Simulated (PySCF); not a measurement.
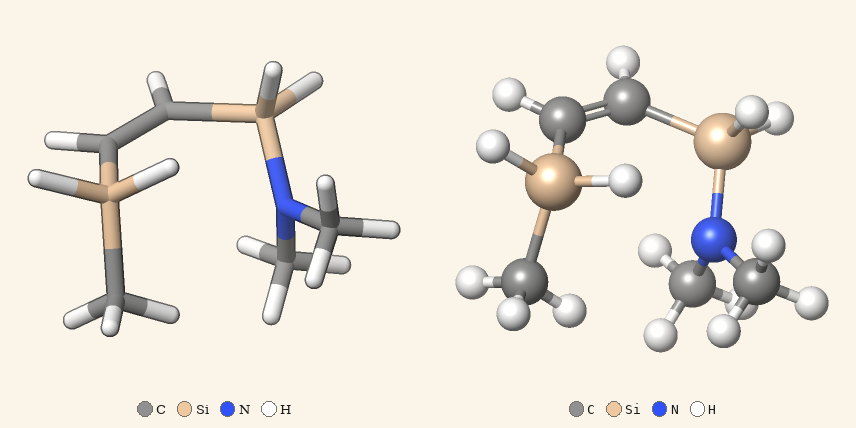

The same structure drawn twice, from different directions.

The geometry was computed by an optimisation with PBE0-D3(BJ)/def2-SVP. No frequency run is at hand to confirm it as a minimum.

Identify the structure.

The molecule is C₅H₁₅NSi₂. As SMILES it reads `C[SiH2]/C=C\[SiH2]N(C)C`. It has no ring. Among its groups: alkene, Si–H bond, Si–N bond. This geometry has C1 symmetry. Coordination, clear cases only: 3 C tetrahedral; 2 Si tetrahedral; 2 C trigonal planar.

The parts below concern this one geometry. Atoms keep their numbers from picture to picture.

**Dipole moment**

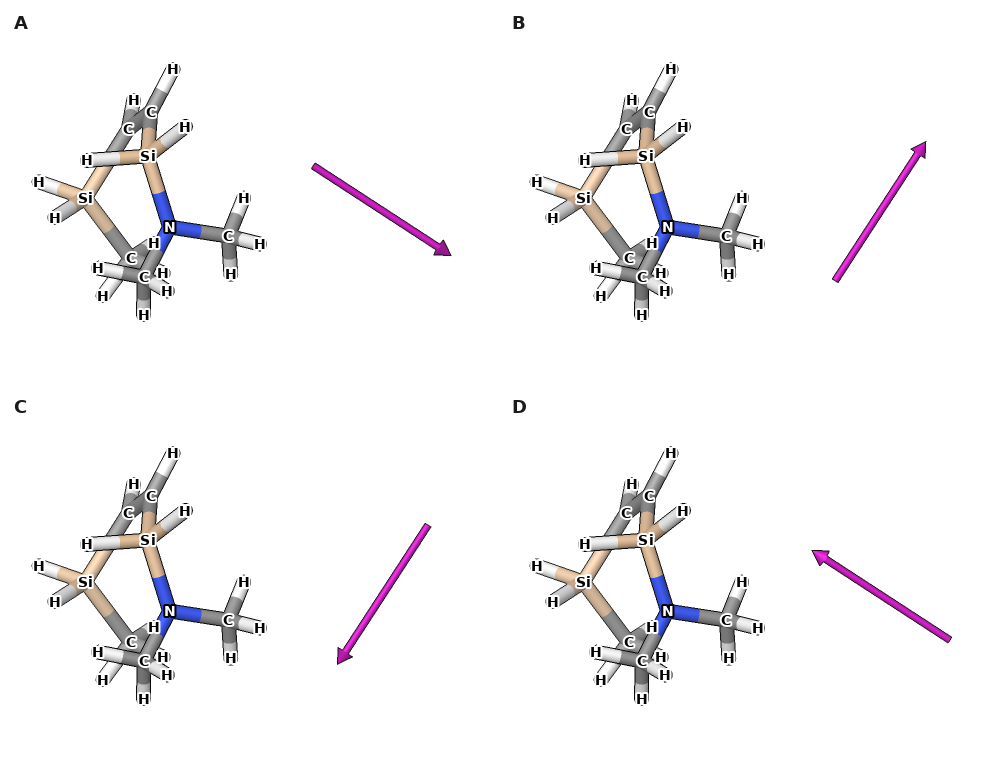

The same molecule four times, each with an arrow. No frequency run is at hand to confirm it as a minimum. Level of theory: PBE0/pcSseg-1 in chloroform (IEF-PCM) (PySCF 2.14.0).

**Which arrow points along the dipole moment, from the negative to the positive end?**

A. The dipole moment is 1.63 D.

**Charges**

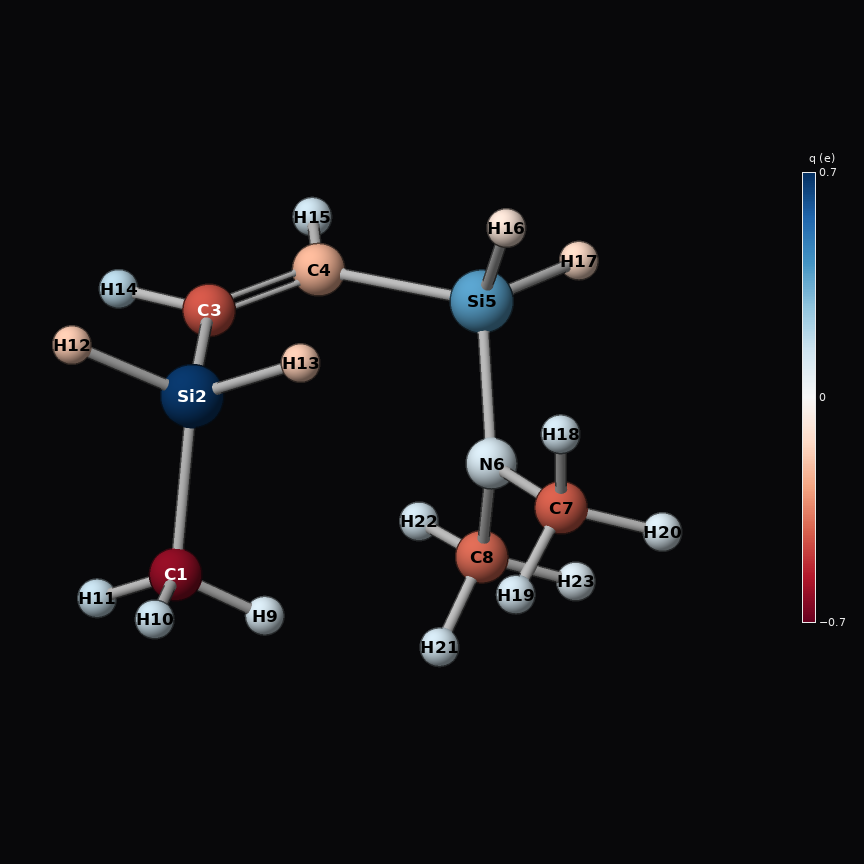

Atoms are coloured by their ESP-fitted charges. No frequency run is at hand to confirm it as a minimum. Level of theory: PBE0/pcSseg-1 in chloroform (IEF-PCM) (PySCF 2.14.0).

Give the ESP-fitted charges atom by atom.

| atom | value (e) |
| --- | --- |
| C1 | −0.61 |
| Si2 | 0.68 |
| C3 | −0.43 |
| C4 | −0.23 |
| Si5 | 0.38 |
| N6 | 0.12 |
| C7 | −0.42 |
| C8 | −0.40 |
| H9 | 0.12 |
| H10 | 0.15 |
| H11 | 0.16 |
| H12 | −0.18 |
| H13 | −0.18 |
| H14 | 0.19 |
| H15 | 0.15 |
| H16 | −0.09 |
| H17 | −0.14 |
| H18 | 0.14 |
| H19 | 0.13 |
| H20 | 0.11 |
| H21 | 0.13 |
| H22 | 0.14 |
| H23 | 0.10 |

**Core levels**

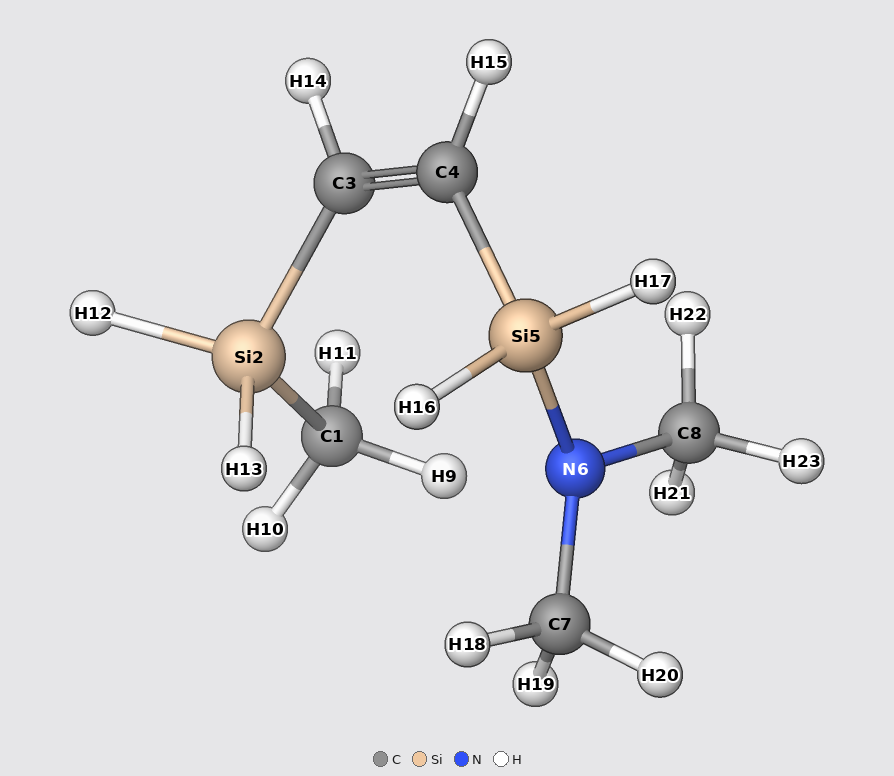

No frequency run is at hand to confirm it as a minimum. Method: delta-SCF UKS SCAN, pcX-2 on the ionised atom, pcseg-1 elsewhere, spin-free X2C (PySCF 2.14.0).

Give the core-electron binding energies (to vacuum; p and d levels without spin–orbit splitting) of C1 1s, Si2 1s, Si2 2p, C3 1s, C4 1s, Si5 1s, Si5 2p, N6 1s, C7 1s.

| atom | level | binding energy (eV) |
| --- | --- | --- |
| C1 | 1s | 289.9 |
| Si2 | 1s | 1845.9 |
| Si2 | 2p | 106.3 |
| C3 | 1s | 289.8 |
| C4 | 1s | 289.7 |
| Si5 | 1s | 1846.2 |
| Si5 | 2p | 106.6 |
| N6 | 1s | 404.1 |
| C7 | 1s | 291.4 |
